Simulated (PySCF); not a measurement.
# C₄H₇F₃S₂Si: what the fields show

Input file:

```
{"job": {"kind": "nmr", "xc": "PBE0", "basis": "pcSseg-1"}, "charge": 0, "multiplicity": 1}
F     -2.385977    -1.678088    -0.811098
C     -1.994488    -0.435003    -0.436824
F     -3.018461     0.077324     0.288880
C     -0.725096    -0.481537     0.388743
Si    -0.431872     1.243386     1.174570
S      1.445934     1.144392     2.203902
C      2.458134     0.343146     0.910921
S      1.943580    -1.326662     0.432783
C      0.421756    -0.932019    -0.499730
F      0.690236     0.048207    -1.426374
H     -1.897249     0.171892    -1.348440
H     -0.860118    -1.238761     1.166803
H     -0.355696     2.226802     0.097226
H     -1.415738     1.487047     2.208828
H      3.457577     0.236869     1.324398
H      2.479115     0.969481     0.022712
H      0.181366    -1.844446    -1.057748
```

Command:

```sh
OMP_NUM_THREADS=1 python probes_run.py task.json out
```

Geometry: GFN2-xTB.

Method: PySCF 2.14.0, PBE0/pcSseg-1, SCF density, gas phase, non-relativistic.

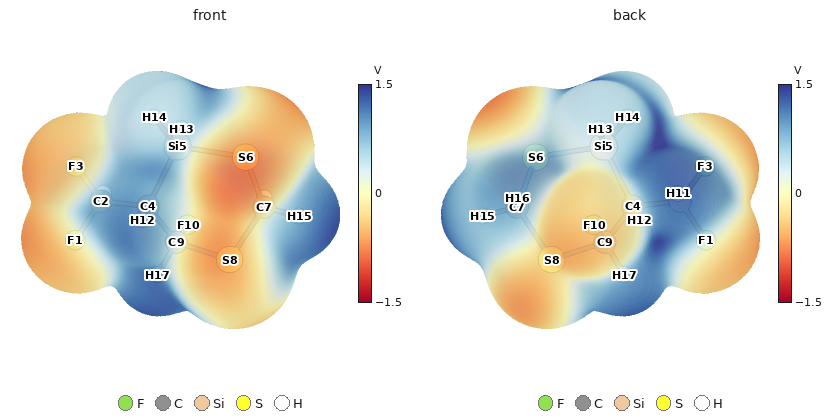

Figure 1. The electrostatic potential painted on the density surface at 0.002 e/bohr³, seen from the front and from behind; red is negative and blue positive.

**Describe the electrostatic potential map.**

The most negative region (about −0.8 V) lies over S6, the most positive (about +1.4 V) over C2, Si5, C9 and H11.

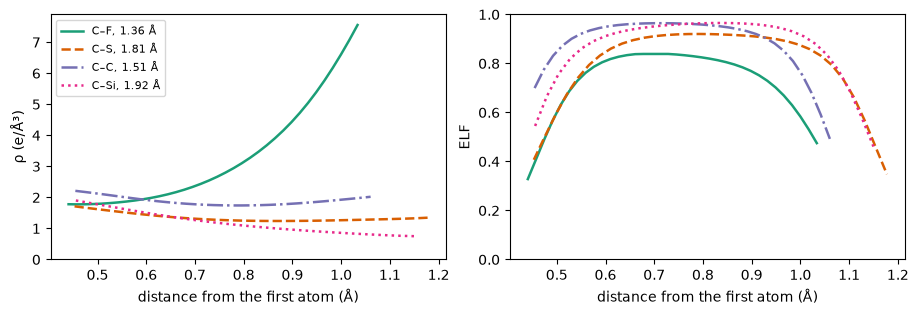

Figure 2. Total electron density and ELF along straight lines between neighbouring atoms. The curves leave out the atomic cores.

**What kind of bonding do the profiles show?**

C–F (1.36 Å): ρ at the midpoint is about 2.2 e/Å³, with its minimum of 1.8 e/Å³ about 0.5 Å from C; the ELF peaks at about 0.85 between the atoms; a shared but strongly polarised pair.
C–S (1.81 Å): the density is about 1.2 e/Å³ at the midpoint; the ELF peaks at about 0.90 between the atoms (a covalent bond).
C–C (1.51 Å): ρ at the midpoint is about 1.7 e/Å³; the ELF peaks at about 0.95 between the atoms, as expected for a covalent bond.
C–Si (1.92 Å): ρ at the midpoint is about 0.9 e/Å³; the ELF peaks at about 0.95 between the atoms (a covalent bond).
